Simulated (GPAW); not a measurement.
Band structure of CoH (Fm-3m, 2 atoms in the cell).

```
CELL_PARAMETERS angstrom
      0.00000     1.84296     1.84296
      1.84296     0.00000     1.84296
      1.84296     1.84296     0.00000
ATOMIC_POSITIONS crystal
  Co 0.00000 0.00000 0.00000
  H  0.50000 0.50000 0.50000
```
Moments meant for the start (each program seeds them in its own way; μB, in the order of the atoms Co H): 3.0 0.0.

Level of theory: PBEsol, GPAW PAW datasets PBEsol (made by gpaw-setup) (plane waves; GPAW).

Settings: spinpol = true; mode = pw; ecut = 800 eV; xc = PBEsol; kpts = 15 15 15; mesh shift (steps) = 0 0 0; occupations.name = methfessel-paxton; occupations.width = 0.2 eV; occupations.order = 0; nbands = -8; convergence.forces = 0.001 eV/Å; symmetry.symmorphic = false; symmetry.tolerance = 0.0005; maxiter = 100.

The starting cell comes from a database of computed structures (which also holds hypothetical and non-ambient phases and stackings), without a prior relaxation at this level. With one magnetic atom in the cell only a parallel order is possible.

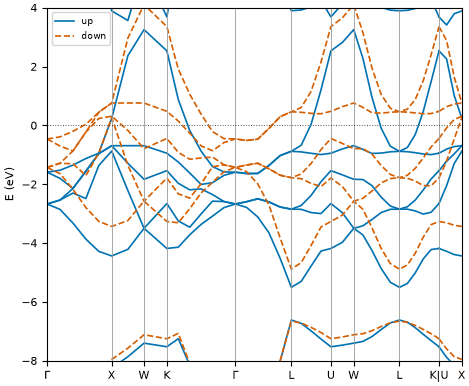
Figure. Bands along the path, energies from the Fermi level.

Levels in eV from the Fermi level, bands 3 to 10 of the first spin channel:
```json
[
 {"point": "Γ", "3": "-2.67", "4": "-2.67", "5": "-1.59", "6": "-1.59", "7": "14.90", "8": "20.72", "9": "21.13", "10": "21.13"},
 {"point": "X", "3": "-0.87", "4": "-0.69", "5": "-0.69", "6": "0.24", "7": "3.89", "8": "10.89", "9": "10.89", "10": "14.75"},
 {"point": "W", "3": "-3.50", "4": "-1.83", "5": "-0.69", "6": "3.25", "7": "5.39", "8": "5.39", "9": "8.15", "10": "22.91"},
 {"point": "K", "3": "-2.66", "4": "-1.54", "5": "-0.95", "6": "2.53", "7": "3.69", "8": "6.29", "9": "13.20", "10": "15.72"},
 {"point": "L", "3": "-2.85", "4": "-2.85", "5": "-0.88", "6": "-0.88", "7": "3.90", "8": "12.58", "9": "20.85", "10": "20.85"},
 {"point": "U", "3": "-2.66", "4": "-1.54", "5": "-0.95", "6": "2.53", "7": "3.69", "8": "6.29", "9": "13.20", "10": "15.72"}
]
```

Bands cross the Fermi level along this path, so the cell is metallic at this level.

The net moment of the cell came out as 1.17 μB.
